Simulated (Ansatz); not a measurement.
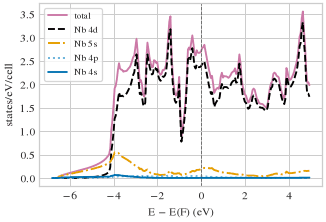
Figure. Total and projected density of states of Nb (hcp (Mg type), P6_3/mmc), r²SCAN (plane waves, PAW; program Ansatz)

Task: Which orbitals carry the states next to the Fermi level?

Result: Within 0.5 eV of the Fermi level: Nb 4d 88 %, Nb 5s 7 %. Projections are on Löwdin-orthogonalised atomic valence shells; empty p or d shells of many metals are not among them.

Task: Where is the tallest occupied peak in this window, and what makes it?

Result: Near -1.4 eV, about 3.5 states/eV per cell; the largest projected share is Nb 4d.

The start of the workflow was typed in or built on a structure type; the Crystallography Open Database copy checked does not list it. It is not the phase usual at ambient conditions (space group No. 229). The cell was relaxed with r²SCAN under the symmetry of its start; its stability against distortions is not shown here. The run is not spin-polarised. Spin–orbit coupling is left out wherever it is not named.

Potentials: the earlier of the program's two PAW sets.
